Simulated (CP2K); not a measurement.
# NO+ (nitrosonium): levels of theory compared

We compute a comparison of 5 runs (HF/3-21G, Pade/SZV-MOLOPT-SR-GTH, AM1, PM3, PM6) of NO+ (nitrosonium). 

Program for the calculation: CP2K 2026.2.

12 further runs of the same task are left out: 10 that didn't finish, 2 set aside as unsound or not needed.

### Step 1. The molecule

NO+: 2 atoms, total charge +1, spin state singlet. As SMILES, `N#[O+]`. The N1–O2 distance was set to 1.223 Å, away from the relaxed value.

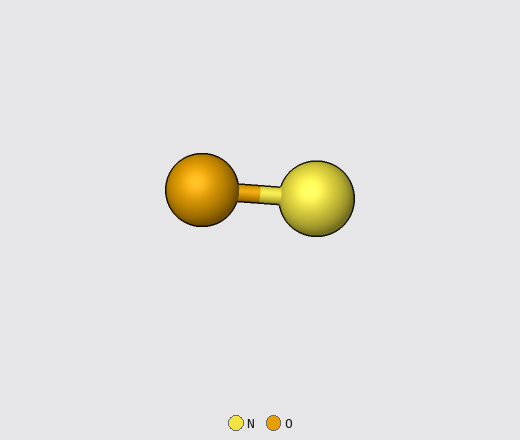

Viewed from a chosen angle; nitrogen yellow, oxygen amber.

### Step 2. The energy at HF/3-21G (run 1)

Input file molecule.xyz:

```xyz
2

N      0.000000     0.000000    -0.159480
O      0.000000     0.000000     1.063220
```

Input file mol.inp:

```
&FORCE_EVAL
    METHOD Quickstep
    &DFT
        BASIS_SET_FILE_NAME ./3_21g.basis
        POTENTIAL_FILE_NAME POTENTIAL
        CHARGE 1
        &QS
            METHOD GAPW
            EPS_DEFAULT 1.0E-10
        &END QS
        &MGRID
            CUTOFF 280
            REL_CUTOFF 50
            NGRIDS 4
        &END MGRID
        &POISSON
            PERIODIC NONE
            POISSON_SOLVER MULTIPOLE
        &END POISSON
        &SCF
            SCF_GUESS ATOMIC
            EPS_SCF 1.0E-07
            MAX_SCF 100
            ADDED_MOS 5
            &DIAGONALIZATION
                ALGORITHM STANDARD
            &END DIAGONALIZATION
            &MIXING
                METHOD DIRECT_P_MIXING
                ALPHA 0.4
            &END MIXING
        &END SCF
        &XC
            &XC_FUNCTIONAL NONE
            &END XC_FUNCTIONAL
            &HF
                FRACTION 1
                &SCREENING
                    EPS_SCHWARZ 1.0E-10
                &END SCREENING
                &MEMORY
                    MAX_MEMORY 1050
                &END MEMORY
            &END HF
        &END XC
        &PRINT
            &MOMENTS
                PERIODIC F
                REFERENCE COM
                MAX_MOMENT 1
            &END MOMENTS
            &MO ON
                ENERGIES T
                OCCUPATION_NUMBERS T
                NDIGITS 6
                &EACH
                    QS_SCF 0
                &END EACH
                ADD_LAST NUMERIC
            &END MO
            &LOWDIN ON
            &END LOWDIN
            &HIRSHFELD OFF
            &END HIRSHFELD
        &END PRINT
    &END DFT
    &SUBSYS
        &CELL
            ABC 7 7 8.2
            PERIODIC NONE
        &END CELL
        &TOPOLOGY
            COORD_FILE_NAME molecule.xyz
            COORD_FILE_FORMAT XYZ
            &CENTER_COORDINATES
            &END CENTER_COORDINATES
        &END TOPOLOGY
        &KIND N
            BASIS_SET 3-21G
            POTENTIAL ALL
            LEBEDEV_GRID 194
            RADIAL_GRID 100
        &END KIND
        &KIND O
            BASIS_SET 3-21G
            POTENTIAL ALL
            LEBEDEV_GRID 194
            RADIAL_GRID 100
        &END KIND
    &END SUBSYS
&END FORCE_EVAL

&GLOBAL
    PROJECT_NAME mol
    RUN_TYPE ENERGY
    PRINT_LEVEL MEDIUM
&END GLOBAL
```

Command:

```bash
OMP_NUM_THREADS=1 cp2k.psmp -i mol.inp > mol.out 2>&1
```

Log:

```text
CP2K| version string:                                       CP2K version 2026.2
[...]
 GLOBAL| Method name                                                        CP2K
[...]
 GLOBAL| Run type                                                         ENERGY
[...]
 DFT| Spin restricted Kohn-Sham (RKS) calculation                            RKS
 DFT| Multiplicity                                                             1
[...]
 DFT| Charge                                                                   1
[...]
 QS| Method:                                                                GAPW
[...]
 QS| Density cutoff [a.u.]:                                                140.0
[...]
 QS| Relative density cutoff [a.u.]:                                        25.0
[...]
                             - Atoms:                                          2
[...]
                             - Spherical basis functions:                     18
[...]
 Number of electrons:                                                         14
[...]
     1 P_Mix/Diag. 0.40E+00    0.2     0.39973185      -122.7612422369 -1.23E+02
[...]
    14 DIIS/Diag.  0.21E-06    0.1     0.00000010      -128.0688028368 -8.24E-13
  *** SCF run converged in    14 steps ***
[...]
  Overlap energy of the core charge distribution:               0.00000003117707
  Self energy of the core charge distribution:               -120.70969697105313
  Core Hamiltonian energy:                                    -15.18169075185639
  Hartree energy:                                              24.88925920579712
  Exchange-correlation energy:                                  0.00000000000000
  Hartree-Fock Exchange energy:                               -14.00108945942176
[...]
 ENERGY| Total FORCE_EVAL ( QS ) energy [hartree]           -128.068802836794561
[...]
```

Wall time 2 s (1 thread of Arm Neoverse V1, shared host); peak memory 0.3 GiB.

### Step 3. The energy at Pade/SZV-MOLOPT-SR-GTH (core potential) (run 2)

Input file calc.inp:

```
&GLOBAL
  PROJECT_NAME calc
  RUN_TYPE ENERGY
  PRINT_LEVEL MEDIUM
&END
&FORCE_EVAL
  METHOD Quickstep
  &DFT
    BASIS_SET_FILE_NAME BASIS_MOLOPT
    POTENTIAL_FILE_NAME GTH_POTENTIALS
    CHARGE 1
    MULTIPLICITY 1
    # Quickstep
    &QS
      METHOD GPW
      EPS_DEFAULT 1.0E-10
    &END
    # plane-wave cutoff in Ry
    &MGRID
      CUTOFF 400
      REL_CUTOFF 50
      NGRIDS 4
    &END
    # cluster boundary conditions
    &POISSON
      PERIODIC NONE
      POISSON_SOLVER MULTIPOLE
    &END
    # SCF settings
    &SCF
      SCF_GUESS ATOMIC
      EPS_SCF 1.0E-06
      MAX_SCF 40
      &OT ON
        MINIMIZER DIIS
        PRECONDITIONER FULL_ALL
      &END
      &OUTER_SCF
        EPS_SCF 1.0E-06
        MAX_SCF 5
      &END
    &END
    # functional
    &XC
      &XC_FUNCTIONAL PADE
      &END
    &END
    # extra output
    &PRINT
      &MOMENTS
        PERIODIC F
        REFERENCE COM
        MAX_MOMENT 1
      &END
      &MO_CUBES
        NLUMO 3
        NHOMO -1
        WRITE_CUBE F
      &END
      &HIRSHFELD OFF
      &END
    &END
  &END
  # atoms, cell and kinds
  &SUBSYS
    # vacuum box
    &CELL
      ABC [angstrom] 7 7 8.2
      PERIODIC NONE
    &END
    &COORD
      N      0.000000     0.000000    -0.159480
      O      0.000000     0.000000     1.063220
    &END
    &TOPOLOGY
      &CENTER_COORDINATES
      &END
    &END
    &KIND N
      BASIS_SET SZV-MOLOPT-SR-GTH-q5
      POTENTIAL GTH-PADE-q5
    &END
    &KIND O
      BASIS_SET SZV-MOLOPT-SR-GTH-q6
      POTENTIAL GTH-PADE-q6
    &END
  &END
&END
```

Command:

```bash
OMP_NUM_THREADS=1 cp2k.psmp -i calc.inp -o calc.out
```

Log:

```text
CP2K| version string:                                       CP2K version 2026.2
[...]
 GLOBAL| Method name                                                        CP2K
[...]
 GLOBAL| Run type                                                         ENERGY
[...]
 DFT| Spin restricted Kohn-Sham (RKS) calculation                            RKS
 DFT| Multiplicity                                                             1
[...]
 DFT| Charge                                                                   1
[...]
 FUNCTIONAL| PADE:
 QS| Method:                                                                 GPW
[...]
 QS| Density cutoff [a.u.]:                                                200.0
[...]
 QS| Relative density cutoff [a.u.]:                                        25.0
[...]
                             - Atoms:                                          2
[...]
                             - Spherical basis functions:                      8
[...]
 Number of electrons:                                                         10
[...]
     1 OT DIIS     0.15E+00    0.1     0.53742388       -24.8426140309 -2.48E+01
[...]
    10 OT DIIS     0.15E+00    0.2     0.00000009       -25.2118010440 -1.22E-11
  *** SCF run converged in    10 steps ***
[...]
  Overlap energy of the core charge distribution:               0.00000001670200
  Self energy of the core charge distribution:                -65.39948178286207
  Core Hamiltonian energy:                                     15.85575937580444
  Hartree energy:                                              29.28726162038680
  Exchange-correlation energy:                                 -4.95534027406780
  Total energy:                                               -25.21180104403662
[...]
 HOMO - LUMO gap [eV] :    5.162317
 ENERGY| Total FORCE_EVAL ( QS ) energy [hartree]            -25.211801044036619
[...]
```

Run time: 8.7 s. Hardware: 1 thread of Arm Neoverse V1, shared host; peak memory 0.4 GiB.

Runs 3 to 4 aren't shown in full; the table further down has their settings and results.

### Step 4. The energy at PM6 (run 5)

Input file molecule.pdb:

```
HETATM    1 N    MOL A   1       0.000   0.000  -0.159  1.00  0.00           N
HETATM    2 O    MOL A   1       0.000   0.000   1.063  1.00  0.00           O
END
```

Input file molecule.inp:

```
&global
 project_name molecule
 run_type ENERGY
 print_level MEDIUM
&end global

&force_eval
 method QS
 &dft
  charge 1
  &qs
   method PM6
   eps_default 1.0E-10
   &se
    &coulomb
     cutoff [angstrom] 50
     rc_range [angstrom] 0
    &end coulomb
    &exchange
     cutoff [angstrom] 50
     rc_range [angstrom] 0
    &end exchange
   &end se
  &end qs
  &poisson
   periodic NONE
   poisson_solver ANALYTIC
  &end poisson
  &scf
   scf_guess ATOMIC
   eps_scf 1.0E-06
   max_scf 100
   added_mos 8
   &diagonalization
    algorithm STANDARD
   &end diagonalization
   &mixing
    method DIRECT_P_MIXING
    alpha 0.4
   &end mixing
  &end scf
  &print
   &moments
    periodic F
    reference COM
    max_moment 1
   &end moments
   &mo ON
    energies T
    occupation_numbers T
    ndigits 6
    &each
     qs_scf 0
    &end each
    add_last NUMERIC
   &end mo
   &hirshfeld OFF
   &end hirshfeld
  &end print
 &end dft
 &subsys
  &cell
   abc 8 8 9.2
   periodic NONE
  &end cell
  &topology
   coord_file_name molecule.pdb
   coord_file_format PDB
   conn_file_format OFF
   &center_coordinates
   &end center_coordinates
  &end topology
 &end subsys
&end force_eval
```

Command:

```bash
OMP_NUM_THREADS=1 cp2k.psmp molecule.inp > molecule.out
```

Log:

```text
CP2K| version string:                                       CP2K version 2026.2
[...]
 GLOBAL| Method name                                                        CP2K
[...]
 GLOBAL| Run type                                                         ENERGY
[...]
 *** WARNING in qs_environment.F:2210 :: More added MOs requested than     ***
 *** available. The full set of unoccupied MOs will be used. Use           ***
 *** 'ADDED_MOS -1' to always use all available MOs and to get rid of this ***
[...]
                             - Atoms:                                          2
[...]
                             - Spherical basis functions:                      8
[...]
 Number of electrons:                                                         10
[...]
     1 P_Mix/Diag. 0.40E+00    0.0     0.84321277       -14.5864645595 -1.46E+01
[...]
    15 DIIS/Diag.  0.70E-08    0.0     0.00000002       -16.8212676496 -3.91E-13
  *** SCF run converged in    15 steps ***
  Core-core repulsion energy [eV]:                            262.79547082655870
  Core Hamiltonian energy [eV]:                              -698.50848844389884
  Two-electron integral energy [eV]:                          -44.03390669916465
  Electronic energy [eV]:                                    -720.52544179348115
  Total energy [eV]:                                         -457.72997096692239
  Atomic reference energy [eV]:                               469.56152837057954
  Heat of formation [kcal/mol]:                               272.84221705013198
[...]
 SE_DIPOLE| Moment [Debye]          0.00000000       0.00000000      -0.38829990
 SE_DIPOLE| Derivative [a.u.]       0.00000000       0.00000000       0.00000000
 ENERGY| Total FORCE_EVAL ( QS ) energy [hartree]            -16.821267649592073
[...]
```

It took 0.26 s on 1 thread of Arm Neoverse V1, shared host.

### Step 5. The series

```
run                                    level  core potential  scheme  energy (Eh)  HOMO energy (eV)  LUMO energy (eV)  HOMO–LUMO gap (eV)  wall time
  1                                 HF/3-21G            none    GAPW  -128.068803            -29.40            -10.51               18.89        2 s
  2  Pade/SZV-MOLOPT-SR-GTH (core potential)        GTH-PADE     GPW   -25.211801            -25.29            -20.13                5.16      8.7 s
  3                                      AM1               –       –   -18.902676            -26.08                 –                   –     0.26 s
  4                                      PM3               –       –   -16.265002                 –                 –                   –     0.38 s
  5                                      PM6               –       –   -16.821268            -22.85            -10.19               12.66     0.26 s
```

### Step 6. Results

| quantity | value |
| --- | --- |
| run 5: total energy | -16.82127 Eh |
| run 5: HOMO energy | -22.85 eV |
| run 5: LUMO energy | -10.19 eV |
| run 5: HOMO–LUMO gap | 12.66 eV |
| run 5: heat of formation | 272.8 kcal/mol |

**Reading.** Over runs 1, 2, 5 the HOMO–LUMO gap runs from 5.16 eV (Pade/SZV-MOLOPT-SR-GTH) to 18.89 eV (HF/3-21G). The two ends differ in method and basis and core potential. Some runs of one species differ in core potentials or relativity; totals across that change don't compare. In run 2 the basis is minimal, so the values are rough. Force-field and semi-empirical energies have zeros of their own, so their totals don't compare. All runs together took 12 s, the longest 8.7 s.
